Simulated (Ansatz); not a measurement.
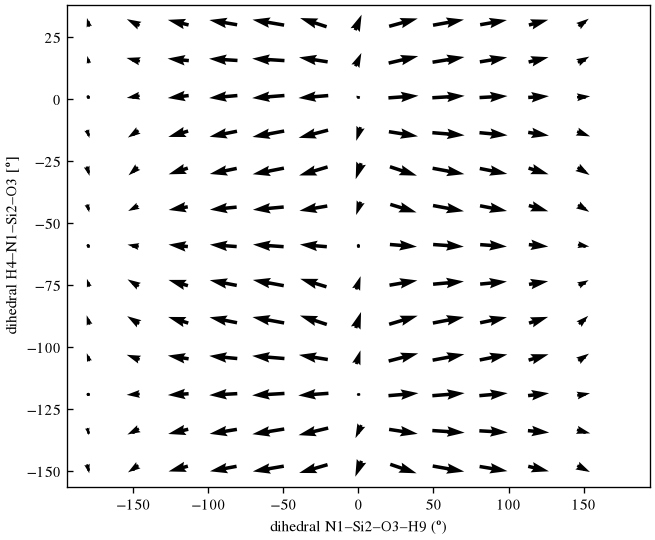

H6NOSi, SMILES [NH3+][SiH2]O, charge +1. 
- Coordinates scanned: (1) dihedral N1–Si2–O3–H9; (2) dihedral H4–N1–Si2–O3.
- Nothing is relaxed (all other coordinates rigid).
- The grid has 12 × 13 points; 94 points were computed and 62 follow by symmetry.
- These are results of Ansatz, RKS CAM-B3LYP-D4/def2-TZVP, not measurements.

In the figure: dots at the grid points, arrows along the force (downhill), their lengths compressed.

Question: The arrows alone are given. Where is the energy lowest?

Answer: The arrows converge at dihedral N1–Si2–O3–H9 = −180°, dihedral H4–N1–Si2–O3 = −59° (read from the interpolated surface).

The energy map of the same scan:

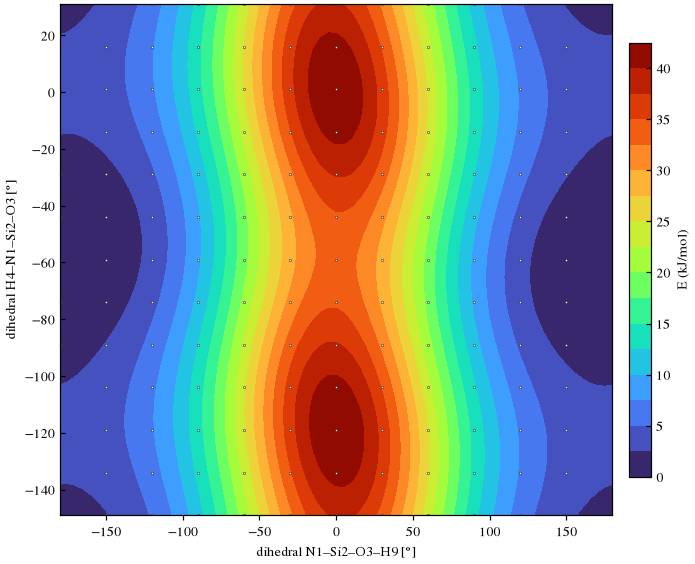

Energies are in kJ/mol, from the relaxed molecule at the same level; between grid points the surface is interpolated.
